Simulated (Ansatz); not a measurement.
# C₃H₄Cl₂OZr: a spread of methods and bases

Aim: run C₃H₄Cl₂OZr under a spread of inputs, and see what each costs and gives.

Method: the settings change from run to run; program: Ansatz 0.2.0, Gaussian basis.

2 further runs of the same task are left out: 2 that didn't finish.

**1. The relaxed structure**

The structure was relaxed beforehand with PBE0-D4 in a triple-zeta def2 set. Zr takes a core potential in def2 sets; no spin-orbit term is included.

SMILES `C#[C][Zr]([Cl])([Cl])[O]C`, 11 atoms, charge 0, spin multiplicity 1.

Atoms are counted from 1 here; the program's logs count them from 0.

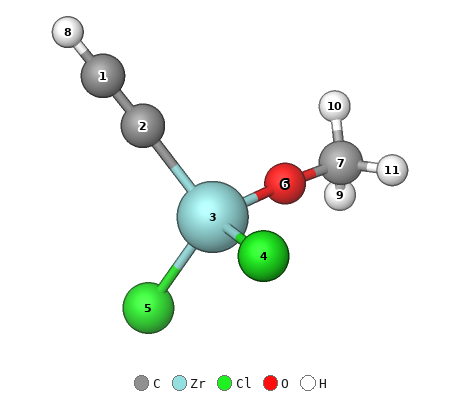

The geometry (carbon grey, zirconium light teal, chlorine green, oxygen red, hydrogen white); atoms are numbered from 1 in the order of the file.

**2. B2PLYP/def2-mTZVP**

This run has a point charge of -1.00 e beside it.

The input, in.yaml:

```yaml
crystal:
  periodic: [false, false, false]
  atoms:
    - {symbol: C, position_ang: [1.725851, 0.062683, 2.808399]}
    - {symbol: C, position_ang: [1.333264, -0.310157, 1.720173]}
    - {symbol: Zr, position_ang: [0.666617, -1.020462, -0.225554]}
    - {symbol: Cl, position_ang: [2.456786, -0.988700, -1.741698]}
    - {symbol: Cl, position_ang: [-0.278812, -3.157148, -0.013019]}
    - {symbol: O, position_ang: [-0.646750, 0.184941, -0.791693]}
    - {symbol: C, position_ang: [-1.635634, 1.039597, -1.283261]}
    - {symbol: H, position_ang: [2.072748, 0.387353, 3.764132]}
    - {symbol: H, position_ang: [-2.560381, 0.481653, -1.451092]}
    - {symbol: H, position_ang: [-1.825166, 1.836283, -0.559648]}
    - {symbol: H, position_ang: [-1.308514, 1.483965, -2.226739]}
basis:
  gaussian: {orbitals: def2-mTZVP, point_charges: [{charge: -1.00, position_ang: [6.837, -0.471, -0.302]}]}
hamiltonian: {xc: {name: B2PLYP}}
```

Started as:

```bash
> ansatz run in.yaml --threads 2 --pin off --events-out ev --progress --plain --max-ram 32768MiB --backend cpu
```

Standard output:

```text
Functional definition: B2PLYP
  name "B2PLYP"
  cite "Grimme, J. Chem. Phys. 124, 034108 (2006) doi:10.1063/1.2148954"
  cite "Becke, Phys. Rev. A 38, 3098 (1988) doi:10.1103/PhysRevA.38.3098"
  cite "Lee, Yang & Parr, Phys. Rev. B 37, 785 (1988) doi:10.1103/PhysRevB.37.785"
  parameter a = 0.53
  parameter c = 0.27
  exchange = (1 - a)*b88_x + a*exact_x
  correlation = (1 - c)*lyp_c + c*(mp2_os + mp2_ss)
1644 factors; integrals over basis functions are off by at most 9.1e-4 eV
mean field evaluation 1: about -31520.2594 eV, gradient 6.4e1 eV
mean field evaluation 2: about -31520.3851 eV, gradient 6.4e1 eV
mean field evaluation 4: about -31528.5646 eV, gradient 1.5e1 eV
mean field evaluation 8: about -31529.0709 eV, gradient 5.8e-1 eV
mean field evaluation 16: about -31529.0785 eV, gradient 5.2e-4 eV
mean field -31529.07851748 eV, -1158.6722643404 hartree, gradient 1.1e-6 eV, S^2 0.000000; 0 other end points of the search recorded, 0 dependent functions left out
14 core orbitals not correlated: weight in the atoms' cores, before any rotation towards them, 1.000 or more for the frozen orbitals, at most 0.000 for the correlated occupied ones
reference -31529.07874784 eV, -1158.6722728061 hartree; 24, 24 occupied and 132, 132 virtual orbitals, 1644 factors
second order -38.28550189 eV of doubles, -0.00000000 eV of singles
Total energy: -31539.41583335 eV, -1159.0521536919 hartree
```

Wall time 13 s (2 threads, shared host); peak memory 0.51 GiB.

**3. r2SCANh/def2-TZVPD**

Options: unrestricted orbitals.

Edit in.yaml of step 2 so:

```diff
@@ -15,3 +15,5 @@
 basis:
-  gaussian: {orbitals: def2-mTZVP, point_charges: [{charge: -1.00, position_ang: [6.837, -0.471, -0.302]}]}
-hamiltonian: {xc: {name: B2PLYP}}
+  gaussian: {orbitals: def2-TZVPD}
+magnetization: {spin_polarized: true, initial_magnetization: 0}
+hamiltonian: {xc: {name: r2SCANh}}
+output: {forces: true}
```

Same command.

Standard output, shortened:

```text
Functional definition: r2SCANh
  name "r2SCANh"
  cite "Bursch, Neugebauer, Ehlert & Grimme, J. Chem. Phys. 156, 134105 (2022) doi:10.1063/5.0086040"
  cite "Furness, Kaplan, Ning, Perdew & Sun, J. Phys. Chem. Lett. 11, 8208 (2020) doi:10.1021/acs.jpclett.0c02405"
  cite "Furness, Kaplan, Ning, Perdew & Sun, J. Phys. Chem. Lett. 11, 9248 (2020) doi:10.1021/acs.jpclett.0c03077"
  parent r2scan
[...]
1791 factors; their error is unknown
[...]
mean field -31551.82787304 eV, -1159.5082877372 hartree, gradient 1.5e-5 eV, S^2 0.000000; 0 other end points of the search recorded, 0 dependent functions left out
[...]
reference -31551.82790930 eV, -1159.5082890696 hartree; 38, 38 occupied and 281, 281 virtual orbitals, 1791 factors
Total energy: -31551.82790930 eV, -1159.5082890696 hartree
Atom 0 at     1.725851     0.062683     2.808399 Å, force     0.043191     0.041025     0.120228 eV/Å
Atom 1 at     1.333264    -0.310157     1.720173 Å, force     0.001317     0.005590     0.008837 eV/Å
Atom 2 at     0.666617    -1.020462    -0.225554 Å, force     0.112319    -0.082384     0.074518 eV/Å
Atom 3 at     2.456786    -0.988700    -1.741698 Å, force     0.072851     0.002799    -0.064034 eV/Å
Atom 4 at    -0.278812    -3.157148    -0.013019 Å, force    -0.040989    -0.087429     0.007958 eV/Å
Atom 5 at    -0.646750     0.184941    -0.791693 Å, force    -0.046814     0.047157    -0.014690 eV/Å
Atom 6 at    -1.635634     1.039597    -1.283261 Å, force    -0.166557     0.144148    -0.082876 eV/Å
Atom 7 at     2.072748     0.387353     3.764132 Å, force    -0.027830    -0.026156    -0.076954 eV/Å
Atom 8 at    -2.560381     0.481653    -1.451092 Å, force     0.054617     0.029097     0.011308 eV/Å
Atom 9 at    -1.825166     1.836283    -0.559648 Å, force     0.013328    -0.046684    -0.038929 eV/Å
Atom 10 at    -1.308514     1.483965    -2.226739 Å, force    -0.015433    -0.027162     0.054633 eV/Å
Dipole moment:    -0.390431     0.535467     0.054084 e Å
```

It took 66 s on 2 threads, shared host; peak memory 1.7 GiB.

Largest force 0.235 eV/Å, dipole 3.19 D, ⟨S²⟩ 0.000.

**4. SPW92/def2-TZVPP**

Options: multiplicity 3, relativity set to scalar, high accuracy.

Edit in.yaml of step 3 so:

```diff
@@ -15,5 +15,6 @@
 basis:
-  gaussian: {orbitals: def2-TZVPD}
-magnetization: {spin_polarized: true, initial_magnetization: 0}
-hamiltonian: {xc: {name: r2SCANh}}
+  gaussian: {orbitals: def2-TZVPP}
+magnetization: {spin_polarized: true, initial_magnetization: 2}
+hamiltonian: {xc: {name: SPW92}, pseudopotentials: {relativity: scalar}}
+accuracy: high
 output: {forces: true}
```

Same command.

Standard output, shortened:

```text
Functional definition: SPW92
  name "SPW92"
  cite "Dirac, Proc. Camb. Phil. Soc. 26, 376 (1930) doi:10.1017/S0305004100016108"
  cite "Slater, Phys. Rev. 81, 385 (1951) doi:10.1103/PhysRev.81.385"
  cite "Perdew & Wang, Phys. Rev. B 45, 13244 (1992) doi:10.1103/PhysRevB.45.13244"
[...]
5290 factors; integrals over basis functions are off by at most 2.2e-7 eV
[...]
mean field -31494.82386692 eV, -1157.4134291509 hartree, gradient 6.2e-8 eV, S^2 2.002056; 9 other end points of the search recorded, 0 dependent functions left out
[...]
reference -31494.82387352 eV, -1157.4134293935 hartree; 39, 37 occupied and 281, 283 virtual orbitals, 5290 factors
Total energy: -31494.82387352 eV, -1157.4134293935 hartree
Relativity: scalar
Atom 0 at     1.725851     0.062683     2.808399 Å, force     1.757846     1.666659     4.869526 eV/Å
Atom 1 at     1.333264    -0.310157     1.720173 Å, force    -1.909788    -1.879366    -5.376952 eV/Å
Atom 2 at     0.666617    -1.020462    -0.225554 Å, force     0.130874     0.154703     0.402136 eV/Å
Atom 3 at     2.456786    -0.988700    -1.741698 Å, force     0.522444    -0.012636    -0.267192 eV/Å
Atom 4 at    -0.278812    -3.157148    -0.013019 Å, force    -0.149271    -0.545068     0.157343 eV/Å
Atom 5 at    -0.646750     0.184941    -0.791693 Å, force    -0.758684     0.757475    -0.251003 eV/Å
Atom 6 at    -1.635634     1.039597    -1.283261 Å, force     0.592382    -0.447561     0.382825 eV/Å
Atom 7 at     2.072748     0.387353     3.764132 Å, force     0.111968     0.103279     0.306663 eV/Å
Atom 8 at    -2.560381     0.481653    -1.451092 Å, force    -0.292240    -0.163562    -0.092245 eV/Å
Atom 9 at    -1.825166     1.836283    -0.559648 Å, force    -0.075440     0.239424     0.185604 eV/Å
Atom 10 at    -1.308514     1.483965    -2.226739 Å, force     0.069910     0.126653    -0.316705 eV/Å
Dipole moment:    -0.332171     0.620200     0.252158 e Å
```

Wall time 2.8 min (2 threads, shared host); peak memory 3.1 GiB.

Largest force 6.008 eV/Å, dipole 3.59 D, ⟨S²⟩ 2.002.

**5. SVWN5/STO-3G**

Set apart from the defaults: charge -1, multiplicity 2, restricted open-shell orbitals, coordinates scaled by 0.92.

The input, in.yaml:

```yaml
crystal:
  periodic: [false, false, false]
  atoms:
    - {symbol: C, position_ang: [1.587783, 0.057669, 2.583727]}
    - {symbol: C, position_ang: [1.226603, -0.285344, 1.582559]}
    - {symbol: Zr, position_ang: [0.613288, -0.938825, -0.207510]}
    - {symbol: Cl, position_ang: [2.260243, -0.909604, -1.602362]}
    - {symbol: Cl, position_ang: [-0.256507, -2.904576, -0.011978]}
    - {symbol: O, position_ang: [-0.595010, 0.170146, -0.728357]}
    - {symbol: C, position_ang: [-1.504783, 0.956429, -1.180601]}
    - {symbol: H, position_ang: [1.906928, 0.356365, 3.463002]}
    - {symbol: H, position_ang: [-2.355550, 0.443121, -1.335004]}
    - {symbol: H, position_ang: [-1.679153, 1.689381, -0.514876]}
    - {symbol: H, position_ang: [-1.203833, 1.365247, -2.048600]}
basis:
  gaussian: {orbitals: STO-3G}
total_charge: -1
magnetization: {spin_polarized: false, initial_magnetization: 1}
hamiltonian: {xc: {name: SVWN5}}
```

The command is unchanged.

Standard output:

```text
Functional definition: SVWN5
  name "SVWN5"
  cite "Dirac, Proc. Camb. Phil. Soc. 26, 376 (1930) doi:10.1017/S0305004100016108"
  cite "Slater, Phys. Rev. 81, 385 (1951) doi:10.1103/PhysRev.81.385"
  cite "Vosko, Wilk & Nusair, Can. J. Phys. 58, 1200 (1980) doi:10.1139/p80-159"
  exchange = slater_x
  correlation = vwn5_c
863 factors; integrals over basis functions are off by at most 5.6e-5 eV
mean field evaluation 1: about -125049.3426 eV, gradient 4.8e1 eV
mean field evaluation 2: about -125049.2449 eV, gradient 4.8e1 eV
mean field evaluation 4: about -125053.9268 eV, gradient 2.3e1 eV
mean field evaluation 8: about -125055.3828 eV, gradient 2.5e-1 eV
mean field evaluation 16: about -125055.3816 eV, gradient 7.5e-4 eV
mean field evaluation 32: about -124775.7809 eV, gradient 2.1e2 eV
mean field -125055.38158175 eV, -4595.7005075471 hartree, gradient 2.0e-6 eV, S^2 0.750000; 4 other end points of the search recorded, 0 dependent functions left out
reference -125055.38160896 eV, -4595.7005085473 hartree; 53, 52 occupied and 16, 17 virtual orbitals, 863 factors
Total energy: -125055.38160896 eV, -4595.7005085473 hartree
```

Run time: 4.7 s. Hardware: 2 threads, shared host.

**6. RPBE/def2-TZVPP**

This run has D3(BJ) with three-body dispersion.

The input, in.yaml:

```yaml
crystal:
  periodic: [false, false, false]
  atoms:
    - {symbol: C, position_ang: [1.725851, 0.062683, 2.808399]}
    - {symbol: C, position_ang: [1.333264, -0.310157, 1.720173]}
    - {symbol: Zr, position_ang: [0.666617, -1.020462, -0.225554]}
    - {symbol: Cl, position_ang: [2.456786, -0.988700, -1.741698]}
    - {symbol: Cl, position_ang: [-0.278812, -3.157148, -0.013019]}
    - {symbol: O, position_ang: [-0.646750, 0.184941, -0.791693]}
    - {symbol: C, position_ang: [-1.635634, 1.039597, -1.283261]}
    - {symbol: H, position_ang: [2.072748, 0.387353, 3.764132]}
    - {symbol: H, position_ang: [-2.560381, 0.481653, -1.451092]}
    - {symbol: H, position_ang: [-1.825166, 1.836283, -0.559648]}
    - {symbol: H, position_ang: [-1.308514, 1.483965, -2.226739]}
basis:
  gaussian: {orbitals: def2-TZVPP}
hamiltonian: {xc: {name: RPBE}, dispersion: d3bjatm}
```

Same command.

Standard output:

```text
Functional definition: RPBE
  name "RPBE"
  cite "Hammer, Hansen & Nørskov, Phys. Rev. B 59, 7413 (1999) doi:10.1103/PhysRevB.59.7413"
  cite "Perdew, Burke & Ernzerhof, Phys. Rev. Lett. 77, 3865 (1996) doi:10.1103/PhysRevLett.77.3865"
  parameter kappa = 0.804
  parameter beta = 0.06672455060314922
  exchange = rpbe_x(kappa = kappa, mu = beta*pi^2/3)
  correlation = pbe_c(beta = beta)
1827 factors; their error is unknown
mean field evaluation 1: about -31539.2359 eV, gradient 8.5e1 eV
mean field evaluation 2: about -31318.7772 eV, gradient 3.0e2 eV
mean field evaluation 4: about -31546.4491 eV, gradient 5.9e1 eV
mean field evaluation 8: about -31555.4753 eV, gradient 5.3e-1 eV
mean field evaluation 16: about -31555.4441 eV, gradient 6.7e-3 eV
mean field -31555.44413585 eV, -1159.6411829444 hartree, gradient 5.3e-5 eV, S^2 0.000000; 0 other end points of the search recorded, 0 dependent functions left out
reference -31555.44420679 eV, -1159.6411855511 hartree; 38, 38 occupied and 282, 282 virtual orbitals, 1827 factors
Total energy: -31557.47384833 eV, -1159.7157735021 hartree
```

It took 9.5 s on 2 threads, shared host; peak memory 0.56 GiB.

**7. revPBE/def2-SVP**

Options: charge +1, multiplicity 2, restricted open-shell orbitals, coordinates scaled by 1.25, high accuracy.

The input, in.yaml:

```yaml
crystal:
  periodic: [false, false, false]
  atoms:
    - {symbol: C, position_ang: [2.157314, 0.078354, 3.510499]}
    - {symbol: C, position_ang: [1.666581, -0.387696, 2.150216]}
    - {symbol: Zr, position_ang: [0.833271, -1.275577, -0.281943]}
    - {symbol: Cl, position_ang: [3.070982, -1.235875, -2.177122]}
    - {symbol: Cl, position_ang: [-0.348515, -3.946434, -0.016274]}
    - {symbol: O, position_ang: [-0.808437, 0.231177, -0.989616]}
    - {symbol: C, position_ang: [-2.044543, 1.299496, -1.604077]}
    - {symbol: H, position_ang: [2.590935, 0.484191, 4.705166]}
    - {symbol: H, position_ang: [-3.200476, 0.602067, -1.813864]}
    - {symbol: H, position_ang: [-2.281458, 2.295354, -0.699559]}
    - {symbol: H, position_ang: [-1.635642, 1.854956, -2.783424]}
basis:
  gaussian: {orbitals: def2-SVP}
total_charge: 1
magnetization: {spin_polarized: false, initial_magnetization: 1}
hamiltonian: {xc: {name: revPBE}}
accuracy: high
output: {forces: true}
```

The command is unchanged.

Standard output, shortened:

```text
Functional definition: revPBE
  name "revPBE"
  cite "Zhang & Yang, Phys. Rev. Lett. 80, 890 (1998) doi:10.1103/PhysRevLett.80.890"
  cite "Perdew, Burke & Ernzerhof, Phys. Rev. Lett. 77, 3865 (1996) doi:10.1103/PhysRevLett.77.3865"
[...]
3125 factors; integrals over basis functions are off by at most 8.9e-9 eV
[...]
mean field -31516.68634422 eV, -1158.2168603729 hartree, gradient 2.5e-8 eV, S^2 0.750000; 11 other end points of the search recorded, 0 dependent functions left out
[...]
reference -31516.68635407 eV, -1158.2168607347 hartree; 38, 37 occupied and 105, 106 virtual orbitals, 3125 factors
Total energy: -31516.68635407 eV, -1158.2168607347 hartree
Atom 0 at     2.157314     0.078354     3.510499 Å, force    -1.721538    -1.660144    -4.800957 eV/Å
Atom 1 at     1.666581    -0.387696     2.150216 Å, force     2.458625     2.231774     6.669047 eV/Å
Atom 2 at     0.833271    -1.275577    -0.281943 Å, force    -1.821121     1.180404    -1.447300 eV/Å
Atom 3 at     3.070982    -1.235875    -2.177122 Å, force    -2.448853    -0.057895     2.118890 eV/Å
Atom 4 at    -0.348515    -3.946434    -0.016274 Å, force     1.317026     2.923425    -0.276889 eV/Å
Atom 5 at    -0.808437     0.231177    -0.989616 Å, force     0.556532    -0.594642     0.180621 eV/Å
Atom 6 at    -2.044543     1.299496    -1.604077 Å, force    -0.828356     0.656359    -0.565756 eV/Å
Atom 7 at     2.590935     0.484191     4.705166 Å, force    -1.414754    -1.319615    -3.892637 eV/Å
Atom 8 at    -3.200476     0.602067    -1.813864 Å, force     3.779244     1.823737     0.818596 eV/Å
Atom 9 at    -2.281458     2.295354    -0.699559 Å, force     1.028783    -3.254692    -2.524797 eV/Å
Atom 10 at    -1.635642     1.854956    -2.783424 Å, force    -0.905588    -1.928712     3.721183 eV/Å
Dipole moment:    -0.332420     1.328132     1.156068 e Å
```

Run time: 3 min. Hardware: 2 threads, shared host; peak memory 0.69 GiB.

Largest force 7.450 eV/Å.

**8. B2PLYP/def2-mTZVP**

This run has unrestricted orbitals.

The input, in.yaml:

```yaml
crystal:
  periodic: [false, false, false]
  atoms:
    - {symbol: C, position_ang: [1.725851, 0.062683, 2.808399]}
    - {symbol: C, position_ang: [1.333264, -0.310157, 1.720173]}
    - {symbol: Zr, position_ang: [0.666617, -1.020462, -0.225554]}
    - {symbol: Cl, position_ang: [2.456786, -0.988700, -1.741698]}
    - {symbol: Cl, position_ang: [-0.278812, -3.157148, -0.013019]}
    - {symbol: O, position_ang: [-0.646750, 0.184941, -0.791693]}
    - {symbol: C, position_ang: [-1.635634, 1.039597, -1.283261]}
    - {symbol: H, position_ang: [2.072748, 0.387353, 3.764132]}
    - {symbol: H, position_ang: [-2.560381, 0.481653, -1.451092]}
    - {symbol: H, position_ang: [-1.825166, 1.836283, -0.559648]}
    - {symbol: H, position_ang: [-1.308514, 1.483965, -2.226739]}
basis:
  gaussian: {orbitals: def2-mTZVP}
magnetization: {spin_polarized: true, initial_magnetization: 0}
hamiltonian: {xc: {name: B2PLYP}}
output: {forces: true}
```

Launched as before.

Standard output, shortened:

```text
Functional definition: B2PLYP
  name "B2PLYP"
  cite "Grimme, J. Chem. Phys. 124, 034108 (2006) doi:10.1063/1.2148954"
  cite "Becke, Phys. Rev. A 38, 3098 (1988) doi:10.1103/PhysRevA.38.3098"
  cite "Lee, Yang & Parr, Phys. Rev. B 37, 785 (1988) doi:10.1103/PhysRevB.37.785"
[...]
1644 factors; integrals over basis functions are off by at most 9.1e-4 eV
[...]
mean field -31529.18706272 eV, -1158.6762533044 hartree, gradient 1.0e-6 eV, S^2 0.000000; 0 other end points of the search recorded, 0 dependent functions left out
14 core orbitals not correlated: weight in the atoms' cores, before any rotation towards them, 1.000 or more for the frozen orbitals, at most 0.000 for the correlated occupied ones
reference -31529.18729088 eV, -1158.6762616891 hartree; 24, 24 occupied and 132, 132 virtual orbitals, 1644 factors
second order -38.29155134 eV of doubles, -0.00000000 eV of singles
[...]
Atom 1 at     1.333264    -0.310157     1.720173 Å, force    -0.166130    -0.150104    -0.450694 eV/Å
Atom 2 at     0.666617    -1.020462    -0.225554 Å, force     0.248799    -0.086275     0.285515 eV/Å
Atom 3 at     2.456786    -0.988700    -1.741698 Å, force     0.409585    -0.002497    -0.335950 eV/Å
Atom 4 at    -0.278812    -3.157148    -0.013019 Å, force    -0.201725    -0.487106     0.050436 eV/Å
Atom 5 at    -0.646750     0.184941    -0.791693 Å, force    -0.091726     0.115056    -0.000971 eV/Å
Atom 6 at    -1.635634     1.039597    -1.283261 Å, force    -0.522021     0.448129    -0.263580 eV/Å
Atom 7 at     2.072748     0.387353     3.764132 Å, force    -0.037512    -0.027494    -0.093852 eV/Å
Atom 8 at    -2.560381     0.481653    -1.451092 Å, force     0.090070     0.056280     0.016744 eV/Å
Atom 9 at    -1.825166     1.836283    -0.559648 Å, force     0.016930    -0.077382    -0.072856 eV/Å
Atom 10 at    -1.308514     1.483965    -2.226739 Å, force    -0.033209    -0.042485     0.093027 eV/Å
Dipole moment:    -0.431307     0.579900     0.045178 e Å
```

Wall time 56 s (2 threads, shared host); peak memory 1.1 GiB.

Largest force 0.862 eV/Å, dipole 3.48 D, ⟨S²⟩ 0.000.

**9. The runs in one table**

| level | charge | multiplicity | geometry | functions | energy (eV) | time |
| --- | --- | --- | --- | --- | --- | --- |
| B2PLYP/def2-mTZVP | 0 | 1 | relaxed, point charge | 170 | -31539.416 | 13 s |
| r2SCANh/def2-TZVPD | 0 | 1 | relaxed | 319 | -31551.828 | 66 s |
| SPW92/def2-TZVPP | 0 | 3 | relaxed | 320 | -31494.824 | 2.8 min |
| SVWN5/STO-3G | -1 | 2 | scaled | 69 | -125055.382 | 4.7 s |
| RPBE/def2-TZVPP | 0 | 1 | relaxed | 320 | -31557.474 | 9.5 s |
| revPBE/def2-SVP | 1 | 2 | scaled | 143 | -31516.686 | 3 min |
| B2PLYP/def2-mTZVP | 0 | 1 | relaxed | 170 | -31539.526 | 56 s |

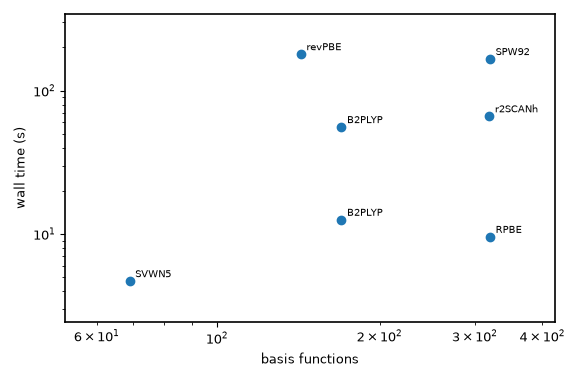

Wall time against the number of basis functions (shared host).

**10. Summary of results**

```
                                         quantity                   value
                                             runs                       7
                                         quickest     SVWN5/STO-3G, 4.7 s
                                          slowest  revPBE/def2-SVP, 3 min
spread of total energies, same state and geometry                 17.9 eV
                  dipole, same state and geometry          3.19 to 3.48 D
```

Run time spans a factor of 38, from SVWN5/STO-3G to revPBE/def2-SVP. The jobs differ in tasks and options as well as level. Total energies at one charge and spin differ by 18 eV between levels, so only differences within one level mean anything. At the PBE0-D4/def2-TZVP geometry and in the same state, runs without warnings or point charges leave forces up to 0.86 eV/Å (B2PLYP/def2-mTZVP).
